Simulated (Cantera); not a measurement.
Input: 1 mol NH3, 3.8 mol H2, 2.4 mol O2, held at 0.133 bar.

Cantera equilibrium calculation (NASA polynomials, part measured and part estimated; ideal gas, pure solids and liquids). Candidate condensed phases: H2O; 47 gas species. Ions and electrons are included (thermal ionisation). Rates play no part.

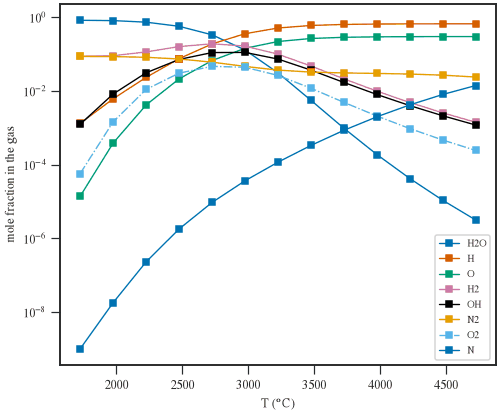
Figure: Equilibrium gas composition (values under 1e-9 drawn at 1e-9)

From 1727 °C to 4727 °C nothing is condensed.
